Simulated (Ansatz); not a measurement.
Results of PBEsol-D3(BJ) (Ansatz, an electronic-structure program, PAW) for fcc Ag.

Settings: plane-wave cutoff 520 eV, 24×24×24 k mesh, Fermi–Dirac smearing 0.05 eV, no spin polarisation, scalar-relativistic PAW data made under PBE.

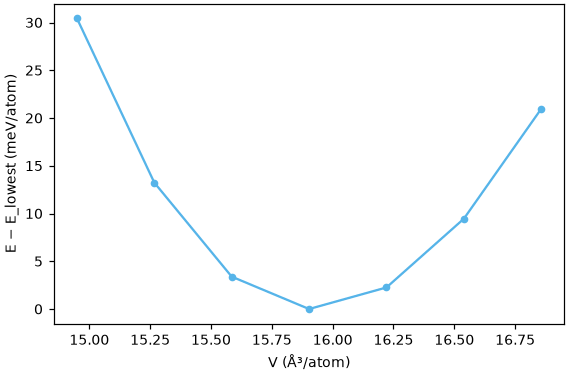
Fig. 1. Total energy against volume

**Question.** From the curve, estimate the equilibrium volume and the bulk modulus.

**Answer.** V0 ≈ 15.9 Å³/atom and B0 ≈ 140 GPa; the fit gives V0 = 15.928 Å³/atom, B0 = 141 GPa, B′ = 5.7.

Measured, for comparison: bulk modulus 110 GPa (corrected for temperature and zero-point phonon effects, our sources range from 104 to 111; as tabulated in Levämäki et al. (2014), arXiv:1402.3671); equilibrium volume per atom 16.76 Å³/atom (static lattice: zero-point anharmonic expansion removed; as tabulated in Mejia-Rodriguez and Trickey (2018), arXiv:1807.09216). Computed (rounded) less measured: bulk modulus +28 % (+27 % to +36 % over the range), equilibrium volume per atom -5.0 %.

Computed values are for the static lattice.
